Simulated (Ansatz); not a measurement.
Nudged elastic band, with input and output: BH₃S₂

The run: nudged elastic band of BH₃S₂. Method and program: RKS PBE0-D4/def2-SVP (Ansatz 0.2.0).

The run did not end well.

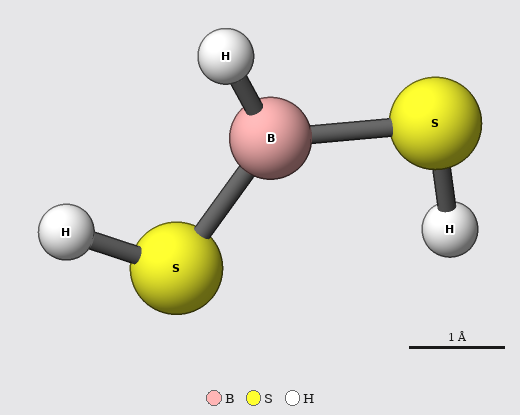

*The input geometry (ball-and-stick view, seen at a tilt).*

Bond lengths as drawn: B–H 1.19 Å, B–S 1.78 to 1.79 Å and H–S 1.34 to 1.35 Å.

## The input
```yaml
crystal:
  periodic: [false, false, false]
  atoms:
    - {symbol: B, position_ang: [-0.402669, -0.017985, -0.202415]}
    - {symbol: S, position_ang: [0.598867, -0.669210, 1.126001]}
    - {symbol: S, position_ang: [0.198329, 1.220239, -1.336613]}
    - {symbol: H, position_ang: [1.437188, 1.378378, -0.835939]}
    - {symbol: H, position_ang: [-1.518255, -0.393574, -0.376738]}
    - {symbol: H, position_ang: [-0.313460, -1.517849, 1.625604]}
basis:
  gaussian: {orbitals: def2-SVP}
hamiltonian: {xc: pbe0, dispersion: d4}
neb:
  images: 5
  climbing: true
  max_iterations: 3
  initial_path: idpp
  final_atoms:
    - {symbol: B, position_ang: [-1.095474, 0.374909, -1.077912]}
    - {symbol: S, position_ang: [0.953337, -1.118242, 1.194755]}
    - {symbol: S, position_ang: [-0.551913, 1.882612, -1.094669]}
    - {symbol: H, position_ang: [1.729879, -0.441384, 0.335181]}
    - {symbol: H, position_ang: [-1.533211, -0.713711, -1.105433]}
    - {symbol: H, position_ang: [0.497382, 0.015814, 1.747979]}
```

Launch command:
```bash
ansatz run in.yaml --threads 2 --pin off --events-out ev --progress --plain --max-ram 4352MiB
```

## What the program printed
```
Functional definition: PBE0
  name "PBE0"
  cite "Adamo & Barone, J. Chem. Phys. 110, 6158 (1999) doi:10.1063/1.478522"
  cite "Perdew, Burke & Ernzerhof, Phys. Rev. Lett. 77, 3865 (1996) doi:10.1103/PhysRevLett.77.3865"
  parent pbe
  parameter a = 0.25
  parameter kappa = 0.804
  parameter beta = 0.06672455060314922
  exchange = (1 - a)*pbe_x(kappa = kappa, mu = beta*pi^2/3) + a*exact_x
  correlation = pbe_c(beta = beta)
672 factors; integrals over basis functions are off by at most 3.0e-4 eV
mean field evaluation 1: about -22380.6298 eV, gradient 1.6e1 eV
mean field evaluation 2: about -22380.5457 eV, gradient 1.7e1 eV
mean field evaluation 4: about -22381.5301 eV, gradient 4.9e-1 eV
mean field evaluation 8: about -22381.5584 eV, gradient 2.9e-2 eV
mean field evaluation 16: about -22381.5584 eV, gradient 2.8e-5 eV
mean field -22381.55842141 eV, -822.5071012218 hartree, gradient 2.8e-5 eV, S^2 0.000000; 0 other end points of the search recorded, 0 dependent functions left out
the calculation of the forces begins
reference -22381.55844204 eV, -822.5071019796 hartree; 20, 20 occupied and 45, 45 virtual orbitals, 672 factors
676 factors; integrals over basis functions are off by at most 8.5e-4 eV
mean field -22380.07466169 eV, -822.4525740576 hartree, gradient 4.4e-5 eV, S^2 0.000000; 0 other end points of the search recorded, 0 dependent functions left out
[... from here on the field's lines of each further geometry are left out, up to the last ...]
WARN: NEB end point (image 0): max|allowed force component| = 3.070e-1 eV/Å (the criterion of neb.relax_end_points is 1.000e-2). That is over neb.f_tol: it is no minimum, so the barrier can be far off. Relax it first
WARN: NEB end point (image 6): max|allowed force component| = 3.727e-1 eV/Å (the criterion of neb.relax_end_points is 1.000e-2). That is over neb.f_tol: it is no minimum, so the barrier can be far off. Relax it first
NEB iter   1: max|band force component| = 2.729e0 eV/Å  barrier→ = 5.0801 eV  barrier← = 3.5862 eV  Δτ_max = 0.2000 Å  (186 SCF iters)
NEB iter   2: max|band force component| = 2.650e0 eV/Å  barrier→ = 3.8867 eV  barrier← = 2.3927 eV  Δτ_max = 0.2000 Å  (154 SCF iters)
the calculation of the forces begins
reference -22379.63509415 eV, -822.4364202486 hartree; 20, 20 occupied and 45, 45 virtual orbitals, 674 factors
these checks for a lower state are left out or cut short: starts, cluster_reference, orbital_swaps, neighbouring_geometries, increment
675 factors; integrals over basis functions are off by at most 8.8e-4 eV
mean field -22379.97243995 eV, -822.4488174781 hartree, gradient 1.1e-5 eV, S^2 0.000000; 0 other end points of the search recorded, 0 dependent functions left out
the calculation of the forces begins
reference -22379.97246075 eV, -822.4488182424 hartree; 20, 20 occupied and 45, 45 virtual orbitals, 675 factors
NEB iter   3: max|band force component| = 1.980e0 eV/Å  barrier→ = 2.8760 eV  barrier← = 1.3821 eV  Δτ_max = 0.2000 Å  (147 SCF iters)
```

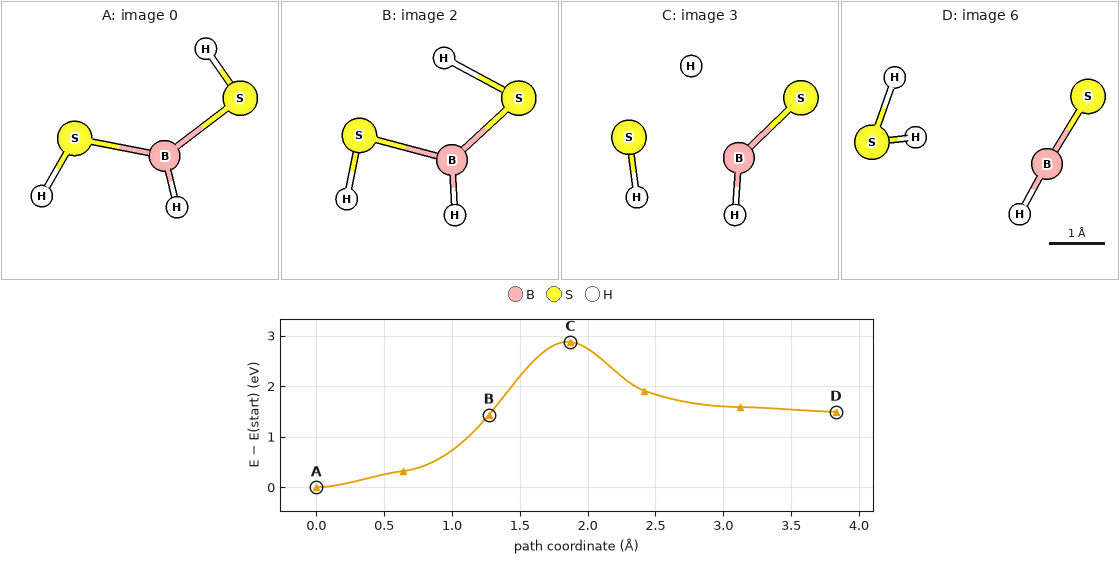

*Images of the last band (counted from 0; ball-and-stick, seen at a tilt) above the energy along the path; the line is a cubic interpolation that uses the forces.*

The highest image is number 3, 2.876 eV above the start and 1.382 eV above the end; the end lies 1.494 eV above the start. The path is 3.83 Å long. The band had not converged after 3 iterations. The end points carry forces over 0.1 eV/Å, so they aren't fully relaxed minima and the barriers are approximate.

```
Error: NEB band did not converge after 3 iterations: max|band force component| = 1.98e0 eV/Å (threshold 5.0e-2); raise `neb.max_iterations` in a new run, which can start from the last band evaluated (`neb.initial_path`, with `crystal.atoms` and `neb.final_atoms` set to its first and last images), add images, or start from endpoints closer to local minima. Where this run's directory can be resumed (`checkpoint.write`), a resume goes on for up to `neb.max_iterations` more; to start a new run from the last band, take its images' positions from the `neb_iteration` event of iteration 3 (`data.images[].positions_ang`), in the event stream of the run that computed that iteration (not this run's, if it was resumed behind it). With `checkpoint.write`, `steps/00-neb/state/checkpoint.json` in the run directory holds the last saved band, under `neb.evaluated.images[].positions_ang` (a band under a hybrid functional on support functions is neither saved nor resumed: `neb.initial_path` says where its path is): check the last entry of `neb.iterations` there, which is earlier than 3 if that iteration was not saved or its write failed. If the band's step has no `state` directory and holds `state.next`, a write was cut short, and the file is under `state.next` instead (behind a loss of power it can be under `state.prev`)
a run's events are kept only if it was started with --events-out <file>, and are in that file
```

## The last band as extended XYZ (Å, eV, eV/Å)
```
6
Properties=species:S:1:pos:R:3:forces:R:3 image=0 energy=-22381.66259
B    -0.4027   -0.0180   -0.2024    0.2084   0.0763   0.0255
S     0.5989   -0.6692    1.1260    0.2035   0.0798   0.0185
S     0.1983    1.2202   -1.3366   -0.1622   0.0452  -0.1438
H     1.4372    1.3784   -0.8359    0.1905   0.0245   0.0767
H    -1.5183   -0.3936   -0.3767   -0.3070  -0.0960  -0.0567
H    -0.3135   -1.5178    1.6256   -0.1332  -0.1297   0.0798
6
Properties=species:S:1:pos:R:3:forces:R:3 image=1 energy=-22381.33989
B    -0.4737   -0.0807   -0.3435    0.2760  -0.4499   0.5681
S     0.7063   -0.7045    0.8945    0.0002   0.0544   0.1007
S     0.1495    1.3332   -1.2113   -1.8469   0.1337  -1.5905
H     1.2724    1.2903   -0.5853    1.8384   0.2900   0.9432
H    -1.5266   -0.6234   -0.5695   -0.0390   0.3250   0.0667
H    -0.1280   -1.2149    1.8151   -0.2287  -0.3532  -0.0882
6
Properties=species:S:1:pos:R:3:forces:R:3 image=2 energy=-22380.22521
B    -0.4939   -0.1019   -0.4865    0.0368  -1.1966   1.2243
S     0.8194   -0.6968    0.7570   -0.3808  -0.3080  -0.4515
S    -0.1273    1.5010   -1.0629    2.7768  -0.5345   0.6193
H     1.2415    1.0778   -0.3086   -2.4440   1.6952  -1.3236
H    -1.4317   -0.8476   -0.6976    0.0489   0.5053  -0.0636
H    -0.0080   -0.9324    1.7986   -0.0378  -0.1614  -0.0049
6
Properties=species:S:1:pos:R:3:forces:R:3 image=3 energy=-22378.78658
B    -0.5830   -0.0310   -0.6579    0.3176  -0.8673   0.8052
S     1.0157   -0.7081    0.7085   -0.0850   0.9432  -1.9594
S    -0.4675    1.6082   -1.0070    1.0648   0.1415   0.0994
H     1.2818    0.8710    0.0043   -1.5688  -1.0430   1.1218
H    -1.3456   -0.9506   -0.7605   -0.0305  -0.0310  -0.1849
H     0.0986   -0.7896    1.7124    0.3020   0.8565   0.1179
6
Properties=species:S:1:pos:R:3:forces:R:3 image=4 energy=-22379.74670
B    -0.7680    0.0438   -0.7478   -0.4732  -0.0377  -0.3442
S     1.2282   -0.6378    0.7069    0.5173  -1.0714  -0.3607
S    -0.7046    1.6636   -0.8985   -0.0305   0.3411  -0.0849
H     1.3388    0.6362    0.2424   -0.4883  -0.0080   0.8958
H    -1.2839   -1.0184   -0.8916    0.1720  -0.2008   0.0709
H     0.1894   -0.6874    1.5884    0.3026   0.9768  -0.1769
6
Properties=species:S:1:pos:R:3:forces:R:3 image=5 energy=-22380.07401
B    -1.0259    0.1163   -0.8614   -0.2185   0.1862  -0.5678
S     1.3682   -0.7811    0.7396   -0.2159  -1.6402   0.2459
S    -1.0712    1.7347   -0.8556    0.1023  -0.1011   0.2485
H     1.5267    0.4760    0.4679    0.2167   1.6117  -0.2880
H    -1.2289   -1.0147   -1.1645    0.1140  -0.1193   0.2752
H     0.4310   -0.5312    1.6739    0.0014   0.0627   0.0862
6
Properties=species:S:1:pos:R:3:forces:R:3 image=6 energy=-22380.16866
B    -1.2332    0.1629   -0.9773    0.0487   0.0299   0.0484
S     1.3966   -0.9072    0.9019    0.0378  -0.2732  -0.0461
S    -1.3130    1.7197   -0.6047   -0.0199   0.3269   0.0759
H     1.7867    0.2029    0.2573    0.0618   0.1753  -0.0910
H    -1.2202   -0.9694   -1.2858   -0.0102  -0.3727  -0.1133
H     0.5832   -0.2089    1.7086   -0.1182   0.1137   0.1261
```

## What the run reported

| quantity | value |
| --- | --- |
| outcome | not converged |
| barrier, forward (band not converged) | 2.876 eV |
| barrier, backward | 1.382 eV |
| hardware | 2 threads of Arm Neoverse N1, 23 GiB of memory available, shared host |
| wall time | 26 s (CPU time 48 s) |
| peak memory | 0.36 GiB |

## What went wrong

The input was spoiled on purpose: too few iterations. The run did not converge: “NEB band did not converge after 3 iterations: max|band force component| = 1.98e0 eV/Å (threshold 5.0e-2); raise `neb.max_iterations` in a new run, which can start from the last band evaluated (`neb.initial_path`, with `crystal.atoms` and `neb.final_atoms` set to its first and last images), add images, or start from endpoints closer to local minima …” Its last values are not results.
